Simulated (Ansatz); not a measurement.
## Electronic structure of H$_{4}$OSi···HCl in real space

Input file:

```
crystal:
  periodic: [false, false, false]
  atoms:
    - { symbol: Si, position_ang: [-0.44327, -0.120882, -0.418811] }
    - { symbol: Cl, position_ang: [0.091989, 0.787021, 2.748676] }
    - { symbol: H, position_ang: [0.684227, -0.941927, 0.145545] }
    - { symbol: H, position_ang: [-0.151196, 1.340978, -0.310052] }
    - { symbol: H, position_ang: [-0.6149, -0.510653, -1.86843] }
    - { symbol: O, position_ang: [-1.886123, -0.337249, 0.411884] }
    - { symbol: H, position_ang: [-2.209371, -1.259751, 0.422314] }
    - { symbol: H, position_ang: [-1.128356, 0.412763, 2.336573] }
basis:
  gaussian: { orbitals: "6-31G*" }
hamiltonian:
  xc: lda
relax:
  f_tol: 0.03
  max_steps: 50
output:
  orbitals: {}
```

Command:

```sh
ansatz run input.yaml --threads 1 --pin off --max-ram 2048MiB --backend cpu --events-out ev --progress --plain --runs-dir out
```

The fields are those of the run's last geometry, not of the input's.

The calculation used RKS LDA/6-31G* (Ansatz 0.2.0).

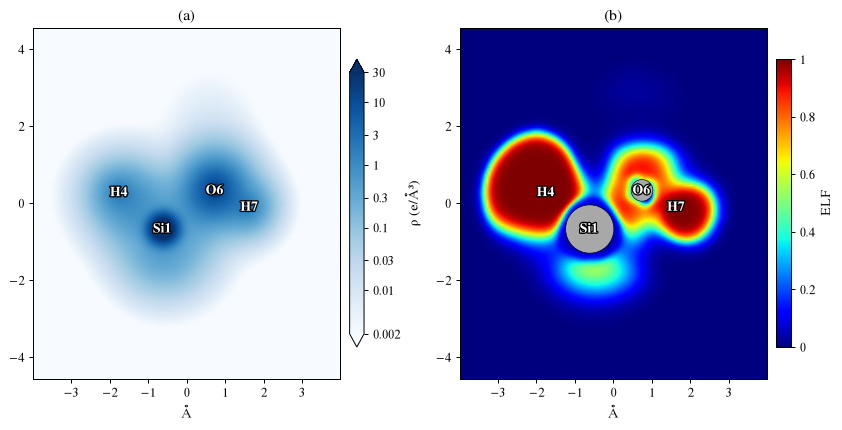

Figure 1. (a) electron density; (b) electron localisation function on the plane of atoms Si1, O6 and H7. Grey discs cover the atomic cores in the ELF map.

**Read the bonding off the picture.**

Atoms in the plane: Si, H and O.
Si–O (1.69 Å): the density is about 1 e/Å³ at the midpoint; the ELF peaks at about 0.85 between the atoms (a polar covalent bond).
O–H (0.98 Å): ρ at the midpoint is about 3.5 e/Å³; the ELF climbs to about 1 towards the hydrogen, as it does in any bond to H (a covalent bond by its length).
Si–H (1.49 Å): ρ is about 0.79 e/Å³ halfway; the ELF climbs to about 1 towards the hydrogen.
The ELF also peaks beside O6, away from the bonds: lone-pair regions.

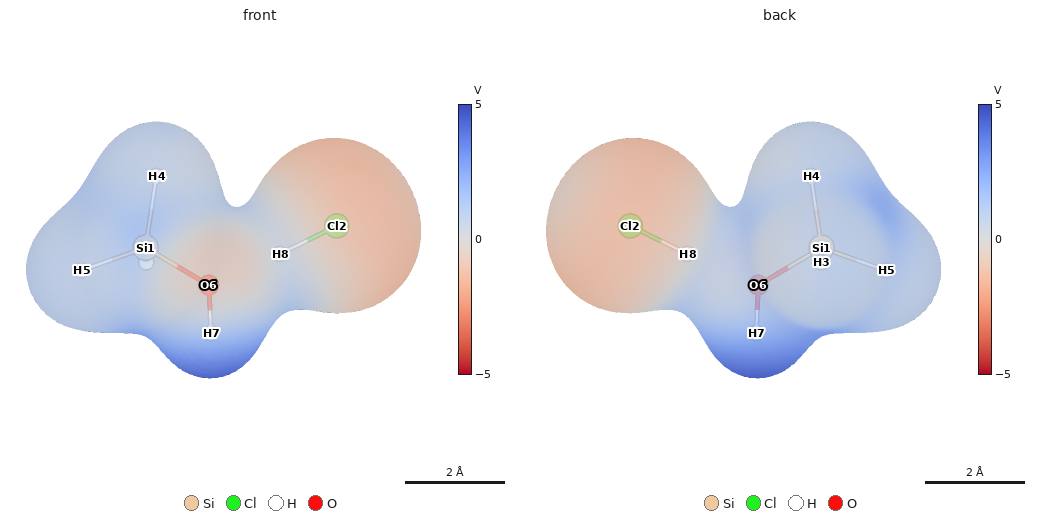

Figure 2. The electrostatic potential painted on the density surface at 0.004 e/bohr³, seen from the front and from behind; the colour scale runs from red (negative) to blue (positive).

**Describe the electrostatic potential map.**

The most negative region (about −1.4 V) lies over Cl2, the most positive (about +4.3 V) over H7.

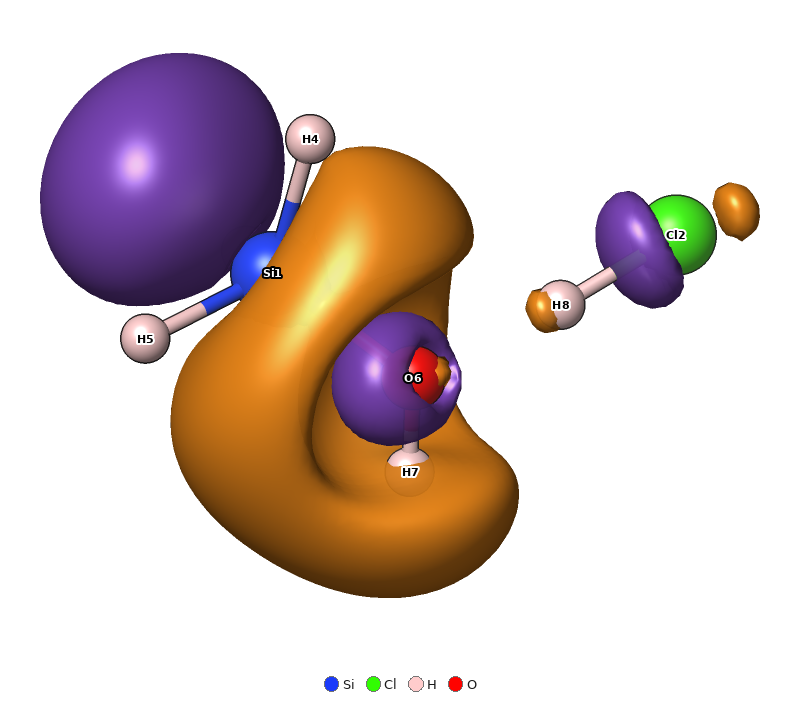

Figure 3. The LUMO at ±0.1 Å⁻³ᐟ² (orange and purple are the two phases), seen across its widest extent.

**What is the character of this orbital?**

It lies mainly on Si1 (about 50 %), O6 (about 15 %) and H7 (about 15 %). Its energy is −1.49 eV.
